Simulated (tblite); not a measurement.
**Geometry relaxation, with input and output: C₃H₄F₄Ge (part 1 of 2)**

The run: geometry relaxation of C₃H₄F₄Ge. Method and program: GFN2-xTB geometry optimisation, gas phase (tblite 0.8.0).

It belongs to a series of runs on one base structure; here: C replaced by Ge.

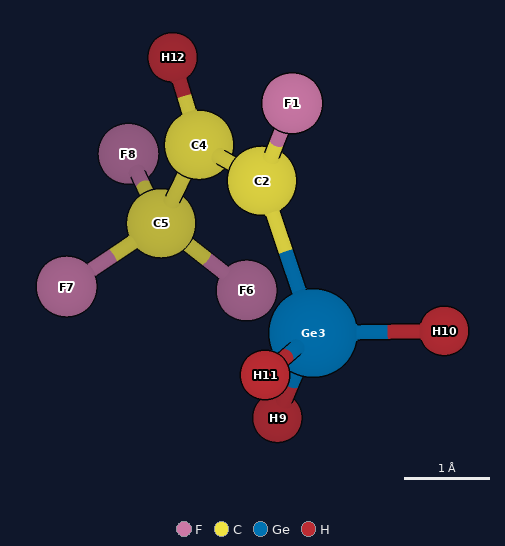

The structure as given in the input (ball-and-stick view, seen at a tilt; atoms are numbered from 1 in the order of the input). Sticks mark near contacts. Bond lengths as drawn: C–C 1.31 to 1.48 Å, C–F 1.37 to 1.39 Å, C–Ge 1.91 Å, C–H 1.08 Å and Ge–H 1.53 to 1.55 Å.

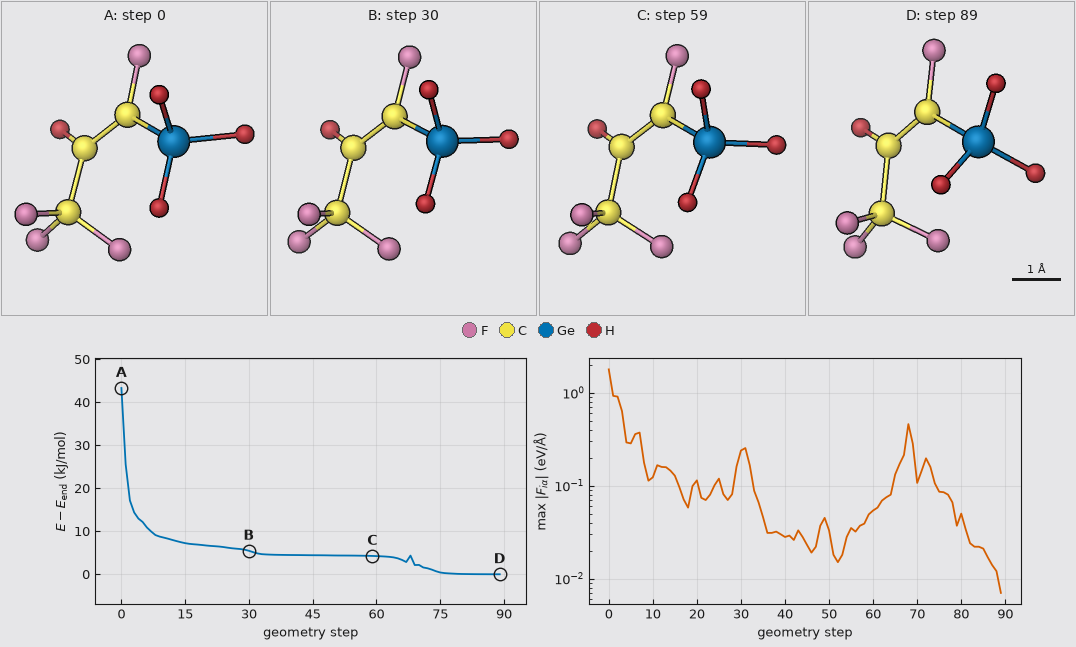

Frames of the relaxation (ball-and-stick view, seen at a tilt) above the curves, on which the letters mark them (steps are counted from 0).

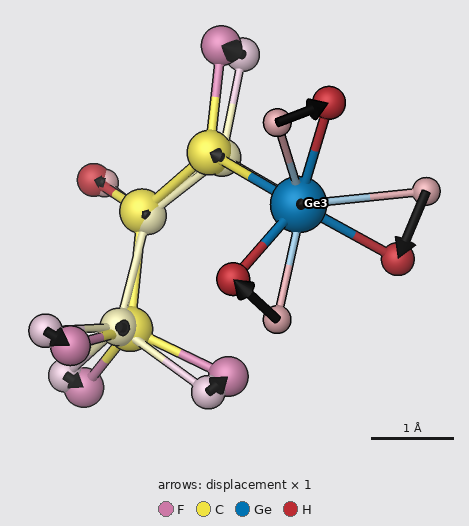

Start (faint) and end (solid) with the displacements as black arrows, at true length (ball-and-stick view, seen at a tilt). The two geometries are laid on each other by the best rigid fit. H10 moves most after the best rigid fit: 0.91 Å. Largest moves by element: H 0.91 Å, F 0.43 Å, C 0.22 Å, Ge 0.10 Å. Among the contacts that change: Ge3–H10 1.552 → 1.487 Å, C2–Ge3 1.907 → 1.968 Å, C5–F8 1.389 → 1.331 Å, Ge3–H11 1.541 → 1.492 Å. Among the angles that change: C4–C5–F8 105.2° → 113.5°, F6–C5–F7 111.3° → 104.8°, C2–Ge3–H9 116.0° → 110.1°. After 89 geometry steps the energy has fallen by 43.3 kJ/mol. Largest force component: 1.8 eV/Å at the start, 0.007 eV/Å at the end. (Atoms are counted from 1 in the order of the input.)

The input that produced these results follows, with the program's output.

## The input
```
{"job": {"kind": "relax", "xc": "GFN2-xTB", "basis": "xTB"}, "charge": 0, "multiplicity": 1}
F      0.905400     2.232700    -0.500700
C      0.415600     0.985700    -0.230900
Ge     1.683800    -0.403900     0.079100
C     -0.888100     0.841300    -0.189800
C     -1.501800    -0.468400     0.115800
F     -0.964200    -1.509700    -0.603100
F     -1.580200    -0.773100     1.453500
F     -2.817300    -0.363400    -0.316800
H      1.101100    -1.789100     0.383700
H      2.644500    -0.461700    -1.138000
H      2.542100     0.027000     1.284400
H     -1.539700     1.681800    -0.363100
```

The first line tells a small driver script what to run in tblite; the rest is the geometry in Å.

Launched with:
```bash
OMP_NUM_THREADS=1 python <driver script> task.json out
```

## Output
```
step      E/eV     max force
  0    -796.70727    2.057
  1    -796.89125    1.064
  2    -796.97842    0.957
  3    -797.00724    0.659
  4    -797.02202    0.349
  5    -797.03023    0.347
  6    -797.04350    0.390
  7    -797.05320    0.395
  8    -797.06174    0.217
  9    -797.06546    0.133
 10    -797.06797    0.150
 11    -797.07061    0.180
 12    -797.07356    0.162
 13    -797.07638    0.176
 14    -797.07900    0.170
 15    -797.08129    0.164
 16    -797.08293    0.117
 17    -797.08393    0.072
 18    -797.08476    0.082
 19    -797.08581    0.110
 20    -797.08697    0.121
 21    -797.08791    0.078
 22    -797.08862    0.070
 23    -797.08943    0.089
 24    -797.09065    0.127
 25    -797.09220    0.135
 26    -797.09358    0.086
 27    -797.09455    0.082
 28    -797.09548    0.085
 29    -797.09704    0.169
 30    -797.09968    0.252
 31    -797.10303    0.267
 32    -797.10602    0.176
 33    -797.10778    0.094
 34    -797.10846    0.077
 35    -797.10892    0.059
 36    -797.10926    0.035
 37    -797.10946    0.034
 38    -797.10961    0.033
 39    -797.10976    0.031
 40    -797.10987    0.029
 41    -797.10994    0.029
 42    -797.11003    0.027
 43    -797.11015    0.037
 44    -797.11029    0.033
 45    -797.11038    0.024
 46    -797.11043    0.021
 47    -797.11049    0.025
 48    -797.11060    0.041
 49    -797.11077    0.051
 50    -797.11095    0.040
 51    -797.11105    0.021
 52    -797.11109    0.018
 53    -797.11113    0.019
 54    -797.11120    0.032
 55    -797.11131    0.042
 56    -797.11146    0.038
 57    -797.11163    0.038
 58    -797.11182    0.041
 59    -797.11208    0.054
 60    -797.11245    0.060
 61    -797.11291    0.058
 62    -797.11346    0.071
 63    -797.11424    0.083
 64    -797.11551    0.108
 65    -797.11781    0.167
 66    -797.12165    0.208
 67    -797.12678    0.246
 68    -797.11126    0.529
 69    -797.13402    0.300
 70    -797.13374    0.131
 71    -797.13986    0.151
 72    -797.14180    0.207
 73    -797.14501    0.178
 74    -797.14898    0.117
 75    -797.15200    0.100
 76    -797.15341    0.089
 77    -797.15415    0.087
 78    -797.15471    0.079
 79    -797.15526    0.045
 80    -797.15557    0.050
 81    -797.15574    0.034
 82    -797.15588    0.026
 83    -797.15599    0.026
 84    -797.15607    0.023
 85    -797.15612    0.021
 86    -797.15617    0.019
 87    -797.15623    0.016
 88    -797.15628    0.012
 89    -797.15630    0.009
```

## Trajectory as extended XYZ (Å, eV, eV/Å), 39 of the 90 frames kept, from step=0 to step=89
```
12
Properties=species:S:1:pos:R:3:forces:R:3 step=0 energy=-796.70727
F     0.9054    2.2327   -0.5007   -0.1200  -0.8910   0.1600
C     0.4156    0.9857   -0.2309    0.3440   1.0720  -0.2450
Ge    1.6838   -0.4039    0.0791    1.6950  -1.1310   0.2840
C    -0.8881    0.8413   -0.1898   -0.1470   0.2250   0.2340
C    -1.5018   -0.4684    0.1158   -1.7860   0.0040  -0.4910
F    -0.9642   -1.5097   -0.6031   -0.5740   0.8270   1.0480
F    -1.5802   -0.7731    1.4535    0.4620  -0.0510  -1.5610
F    -2.8173   -0.3634   -0.3168    1.0010  -0.6360   0.5530
H     1.1011   -1.7891    0.3837    0.3250   0.7050  -0.1060
H     2.6445   -0.4617   -1.1380   -0.5410   0.0390   0.5550
H     2.5421    0.0270    1.2844   -0.3480  -0.0870  -0.4710
H    -1.5397    1.6818   -0.3631   -0.3120  -0.0770   0.0390
12
Properties=species:S:1:pos:R:3:forces:R:3 step=2 energy=-796.97842
F     0.9074    2.2141   -0.4979    0.2220  -0.0010  -0.0120
C     0.4197    0.9990   -0.2339    0.3980  -0.5840   0.1390
Ge    1.7374   -0.4368    0.0878    0.1550   0.0360   0.0410
C    -0.8865    0.8498   -0.1818   -0.4000   0.2360   0.0080
C    -1.5482   -0.4548    0.0975    0.4090   0.5220  -0.1170
F    -0.9833   -1.4855   -0.5683   -0.0710  -0.0030   0.1380
F    -1.5637   -0.7780    1.4038    0.2060  -0.1460  -0.1400
F    -2.8000   -0.3878   -0.3016   -0.9090  -0.2710  -0.1300
H     1.1140   -1.7636    0.3800    0.2050   0.2430  -0.0240
H     2.6261   -0.4611   -1.1185   -0.0870  -0.0330   0.1060
H     2.5313    0.0239    1.2684    0.0270   0.0100  -0.0520
H    -1.5531    1.6802   -0.3616   -0.1550  -0.0090   0.0430
12
Properties=species:S:1:pos:R:3:forces:R:3 step=5 energy=-797.03023
F     0.9230    2.1987   -0.4954    0.1840  -0.2850   0.0720
C     0.4275    0.9752   -0.2275   -0.1220   0.0340   0.0070
Ge    1.7567   -0.4401    0.0930   -0.0690   0.1370   0.0210
C    -0.8912    0.8658   -0.1819   -0.1220  -0.0490  -0.0770
C    -1.5556   -0.4322    0.0851   -0.2350  -0.1390  -0.0180
F    -0.9908   -1.4769   -0.5562   -0.0020   0.0860  -0.1700
F    -1.5461   -0.7847    1.3847    0.0600   0.0830   0.0190
F    -2.8375   -0.4095   -0.3009    0.0360  -0.0380   0.0900
H     1.1298   -1.7452    0.3786    0.0800  -0.0350   0.0370
H     2.6194   -0.4632   -1.1113    0.0690  -0.0170  -0.0820
H     2.5339    0.0260    1.2649    0.1380   0.0830   0.0930
H    -1.5679    1.6854   -0.3593   -0.0160   0.1380   0.0070
12
Properties=species:S:1:pos:R:3:forces:R:3 step=7 energy=-797.05320
F     0.9523    2.1629   -0.4868    0.0990  -0.0810   0.0530
C     0.4181    0.9581   -0.2215   -0.3730   0.1230  -0.0390
Ge    1.7570   -0.4252    0.0980    0.1920  -0.1460   0.0450
C    -0.9061    0.8726   -0.1912   -0.1140  -0.1110  -0.0450
C    -1.5765   -0.4307    0.0768    0.0120  -0.0630   0.0180
F    -0.9940   -1.4658   -0.5699   -0.1140   0.1240  -0.1410
F    -1.5301   -0.7807    1.3801   -0.0570   0.0870  -0.0940
F    -2.8640   -0.4257   -0.2933    0.2270  -0.0160   0.1560
H     1.1477   -1.7390    0.3821    0.0610  -0.0620   0.0560
H     2.6238   -0.4663   -1.1166   -0.0410   0.0380   0.0570
H     2.5509    0.0364    1.2734    0.0230   0.0680  -0.0520
H    -1.5779    1.7028   -0.3572    0.0850   0.0390  -0.0130
12
Properties=species:S:1:pos:R:3:forces:R:3 step=9 energy=-797.06546
F     0.9755    2.1360   -0.4783   -0.0670   0.0320   0.0370
C     0.3991    0.9496   -0.2190    0.0110  -0.0580  -0.0100
Ge    1.7650   -0.4224    0.1036    0.0290  -0.1130   0.0290
C    -0.9242    0.8738   -0.2000    0.0120   0.0350  -0.0230
C    -1.5871   -0.4311    0.0720    0.1080   0.0490  -0.0040
F    -1.0017   -1.4534   -0.5874   -0.0580   0.0170  -0.1110
F    -1.5224   -0.7744    1.3738   -0.0350  -0.0030  -0.0100
F    -2.8732   -0.4374   -0.2805    0.0170  -0.0020   0.0890
H     1.1632   -1.7390    0.3878    0.0500  -0.1020   0.0700
H     2.6245   -0.4660   -1.1170   -0.0510   0.0580   0.0640
H     2.5633    0.0474    1.2759   -0.0190   0.0660  -0.0880
H    -1.5808    1.7160   -0.3568    0.0020   0.0200  -0.0420
12
Properties=species:S:1:pos:R:3:forces:R:3 step=12 energy=-797.07356
F     0.9778    2.1250   -0.4679   -0.0320   0.0120   0.0210
C     0.3931    0.9392   -0.2192    0.1270  -0.0130   0.0190
Ge    1.7687   -0.4352    0.1106   -0.1590   0.0300   0.0050
C    -0.9304    0.8783   -0.2076    0.0680   0.0040   0.0180
C    -1.5840   -0.4270    0.0682   -0.1140  -0.0010  -0.0300
F    -1.0124   -1.4435   -0.6124    0.0380   0.0100   0.0150
F    -1.5202   -0.7720    1.3689    0.1310  -0.0590  -0.0100
F    -2.8751   -0.4419   -0.2610   -0.1070   0.0590  -0.0170
H     1.1788   -1.7560    0.4021    0.0330  -0.0910   0.0620
H     2.6184   -0.4573   -1.1098    0.0010   0.0180  -0.0250
H     2.5678    0.0639    1.2652   -0.0030   0.0560  -0.0190
H    -1.5813    1.7259   -0.3633    0.0160  -0.0240  -0.0370
12
Properties=species:S:1:pos:R:3:forces:R:3 step=14 energy=-797.07900
F     0.9782    2.1168   -0.4574    0.0570   0.0150   0.0050
C     0.3950    0.9292   -0.2176   -0.0780   0.0990   0.0250
Ge    1.7615   -0.4448    0.1172   -0.0510   0.0220  -0.0060
C    -0.9302    0.8821   -0.2125   -0.0270  -0.0740   0.0290
C    -1.5889   -0.4227    0.0626   -0.0810  -0.0270  -0.0040
F    -1.0194   -1.4339   -0.6317    0.0040   0.0280   0.0660
F    -1.5078   -0.7748    1.3626    0.1450  -0.0570  -0.0690
F    -2.8856   -0.4416   -0.2458   -0.0260   0.0840  -0.0380
H     1.1951   -1.7766    0.4190    0.0210  -0.0250   0.0410
H     2.6126   -0.4488   -1.1048   -0.0210  -0.0200  -0.0220
H     2.5709    0.0822    1.2540   -0.0300   0.0210  -0.0040
H    -1.5803    1.7322   -0.3716    0.0880  -0.0650  -0.0230
12
Properties=species:S:1:pos:R:3:forces:R:3 step=16 energy=-797.08293
F     0.9811    2.1132   -0.4501    0.0480   0.0080   0.0010
C     0.3935    0.9275   -0.2145   -0.0970   0.0560   0.0350
Ge    1.7526   -0.4498    0.1211    0.0490   0.0010  -0.0060
C    -0.9312    0.8810   -0.2139   -0.0540  -0.0230   0.0010
C    -1.5961   -0.4208    0.0585    0.0570  -0.0150   0.0150
F    -1.0239   -1.4265   -0.6409   -0.0450  -0.0220  -0.0030
F    -1.4898   -0.7813    1.3544    0.0490  -0.0480  -0.0340
F    -2.8954   -0.4357   -0.2381    0.0530   0.0510  -0.0010
H     1.2076   -1.7923    0.4335    0.0160   0.0480   0.0190
H     2.6067   -0.4443   -1.1026   -0.0550  -0.0420   0.0020
H     2.5705    0.0959    1.2458   -0.0500  -0.0070  -0.0030
H    -1.5745    1.7323   -0.3793    0.0300  -0.0060  -0.0250
12
Properties=species:S:1:pos:R:3:forces:R:3 step=19 energy=-797.08581
F     0.9865    2.1116   -0.4448   -0.0270  -0.0110   0.0110
C     0.3873    0.9311   -0.2077    0.0990  -0.0450   0.0190
Ge    1.7491   -0.4511    0.1230   -0.0330   0.0350   0.0080
C    -0.9357    0.8799   -0.2150    0.0580   0.0580  -0.0080
C    -1.5945   -0.4219    0.0571    0.0260  -0.0010  -0.0130
F    -1.0317   -1.4264   -0.6492   -0.0170  -0.0380  -0.0640
F    -1.4722   -0.7923    1.3473    0.0000  -0.0330   0.0240
F    -2.8951   -0.4254   -0.2325    0.0180  -0.0080   0.0390
H     1.2172   -1.7963    0.4454   -0.0080   0.0480   0.0110
H     2.5961   -0.4472   -1.1023   -0.0310  -0.0390  -0.0330
H     2.5640    0.1042    1.2410   -0.0100   0.0020   0.0320
H    -1.5699    1.7332   -0.3882   -0.0740   0.0320  -0.0270
12
Properties=species:S:1:pos:R:3:forces:R:3 step=21 energy=-797.08791
F     0.9910    2.1076   -0.4380   -0.0140   0.0150   0.0110
C     0.3863    0.9306   -0.1998    0.0740  -0.0090  -0.0240
Ge    1.7456   -0.4510    0.1262   -0.0320   0.0260   0.0200
C    -0.9366    0.8835   -0.2174    0.0560   0.0070   0.0070
C    -1.5903   -0.4225    0.0544   -0.0210   0.0040  -0.0190
F    -1.0421   -1.4277   -0.6643    0.0110   0.0290  -0.0460
F    -1.4553   -0.8050    1.3408    0.0080   0.0040  -0.0130
F    -2.8934   -0.4175   -0.2220   -0.0180  -0.0320   0.0490
H     1.2272   -1.7965    0.4587   -0.0470   0.0170   0.0130
H     2.5826   -0.4528   -1.1039   -0.0120  -0.0300  -0.0470
H     2.5575    0.1134    1.2385    0.0280   0.0100   0.0530
H    -1.5713    1.7373   -0.3991   -0.0320  -0.0430  -0.0040
12
Properties=species:S:1:pos:R:3:forces:R:3 step=23 energy=-797.08943
F     0.9938    2.1063   -0.4329    0.0230   0.0490   0.0020
C     0.3894    0.9298   -0.1963   -0.0460   0.0520  -0.0380
Ge    1.7427   -0.4493    0.1297    0.0500  -0.0140   0.0160
C    -0.9339    0.8861   -0.2185   -0.0200  -0.0530   0.0020
C    -1.5882   -0.4223    0.0513   -0.0050  -0.0010  -0.0030
F    -1.0485   -1.4262   -0.6775    0.0140   0.0670  -0.0260
F    -1.4435   -0.8130    1.3352    0.0250   0.0190  -0.0360
F    -2.8937   -0.4151   -0.2115   -0.0180  -0.0190   0.0320
H     1.2301   -1.7945    0.4682   -0.0680   0.0020   0.0170
H     2.5723   -0.4590   -1.1079   -0.0200  -0.0220  -0.0080
H     2.5552    0.1198    1.2406    0.0310   0.0010   0.0280
H    -1.5745    1.7367   -0.4064    0.0360  -0.0800   0.0140
12
Properties=species:S:1:pos:R:3:forces:R:3 step=26 energy=-797.09358
F     1.0018    2.1143   -0.4200   -0.0180   0.0300  -0.0160
C     0.3951    0.9369   -0.1926   -0.0810   0.0280   0.0090
Ge    1.7419   -0.4451    0.1413    0.0590  -0.0340   0.0030
C    -0.9277    0.8853   -0.2212   -0.0600  -0.0290  -0.0400
C    -1.5819   -0.4234    0.0430    0.0210  -0.0210   0.0170
F    -1.0622   -1.4135   -0.7175    0.0050   0.0260  -0.0100
F    -1.4069   -0.8337    1.3163    0.0650  -0.0130  -0.0030
F    -2.8953   -0.4105   -0.1789    0.0150   0.0000  -0.0180
H     1.2215   -1.7850    0.4958   -0.0720   0.0200   0.0160
H     2.5404   -0.4820   -1.1208   -0.0020  -0.0050   0.0810
H     2.5535    0.1345    1.2524    0.0370  -0.0310  -0.0560
H    -1.5791    1.7214   -0.4239    0.0310   0.0290   0.0170
12
Properties=species:S:1:pos:R:3:forces:R:3 step=28 energy=-797.09548
F     1.0023    2.1210   -0.4156   -0.0710  -0.0230  -0.0120
C     0.3940    0.9424   -0.1904    0.0340  -0.0360   0.0280
Ge    1.7437   -0.4455    0.1466   -0.0790   0.0180   0.0130
C    -0.9281    0.8831   -0.2247    0.0160   0.0430  -0.0220
C    -1.5778   -0.4255    0.0405    0.0030   0.0010  -0.0110
F    -1.0674   -1.4069   -0.7354    0.0080  -0.0280  -0.0110
F    -1.3863   -0.8442    1.3081    0.0570  -0.0270   0.0040
F    -2.8939   -0.4077   -0.1660    0.0160  -0.0240  -0.0050
H     1.2119   -1.7798    0.5092   -0.0580   0.0330   0.0120
H     2.5265   -0.4925   -1.1211    0.0410  -0.0060   0.0480
H     2.5551    0.1385    1.2535    0.0600  -0.0300  -0.0490
H    -1.5788    1.7163   -0.4306   -0.0260   0.0810   0.0040
12
Properties=species:S:1:pos:R:3:forces:R:3 step=30 energy=-797.09968
F     0.9951    2.1330   -0.4095   -0.0790  -0.0670  -0.0010
C     0.3917    0.9509   -0.1839    0.1240  -0.0610   0.0170
Ge    1.7415   -0.4452    0.1585   -0.2390   0.0770   0.0190
C    -0.9293    0.8820   -0.2344    0.0830   0.1040   0.0620
C    -1.5682   -0.4298    0.0349   -0.0140   0.0340  -0.0650
F    -1.0758   -1.3956   -0.7709    0.0040  -0.0720   0.0110
F    -1.3392   -0.8665    1.2915    0.0080  -0.0060  -0.0580
F    -2.8889   -0.4069   -0.1419    0.0270  -0.0720   0.0470
H     1.1820   -1.7641    0.5360   -0.0270   0.0310   0.0140
H     2.5049   -0.5141   -1.1140    0.0880  -0.0150  -0.0190
H     2.5672    0.1407    1.2493    0.0790  -0.0190  -0.0140
H    -1.5797    1.7147   -0.4417   -0.0520   0.0660  -0.0130
12
Properties=species:S:1:pos:R:3:forces:R:3 step=33 energy=-797.10778
F     0.9754    2.1486   -0.4069    0.0630   0.0230   0.0050
C     0.3922    0.9612   -0.1771   -0.0230   0.0590  -0.0270
Ge    1.7232   -0.4379    0.1756   -0.0320   0.0140  -0.0220
C    -0.9284    0.8876   -0.2419   -0.0250   0.0210   0.0880
C    -1.5535   -0.4331    0.0221    0.0020  -0.0060  -0.0320
F    -1.0811   -1.3852   -0.8133    0.0030  -0.0190   0.0080
F    -1.2759   -0.8924    1.2634   -0.0390   0.0320  -0.0660
F    -2.8783   -0.4213   -0.1086    0.0200  -0.0490   0.0430
H     1.1214   -1.7304    0.5687    0.0180  -0.0120   0.0290
H     2.4901   -0.5474   -1.0977    0.0150  -0.0150   0.0150
H     2.6006    0.1307    1.2399   -0.0160  -0.0230  -0.0290
H    -1.5845    1.7190   -0.4504    0.0140  -0.0250  -0.0130
12
Properties=species:S:1:pos:R:3:forces:R:3 step=35 energy=-797.10892
F     0.9799    2.1483   -0.4034    0.0440   0.0380   0.0000
C     0.3915    0.9636   -0.1764   -0.0370   0.0460  -0.0070
Ge    1.7173   -0.4366    0.1772    0.0450  -0.0250  -0.0230
C    -0.9293    0.8908   -0.2380   -0.0220  -0.0100  -0.0030
C    -1.5527   -0.4326    0.0174   -0.0030  -0.0370   0.0260
F    -1.0842   -1.3846   -0.8218   -0.0090   0.0410   0.0100
F    -1.2683   -0.8954    1.2553   -0.0130   0.0090  -0.0170
F    -2.8788   -0.4244   -0.0990    0.0300  -0.0260  -0.0080
H     1.1226   -1.7305    0.5776    0.0110  -0.0030   0.0210
H     2.4866   -0.5515   -1.0967   -0.0080  -0.0110   0.0380
H     2.6015    0.1331    1.2370   -0.0310  -0.0240  -0.0380
H    -1.5850    1.7191   -0.4551   -0.0070   0.0030   0.0010
```
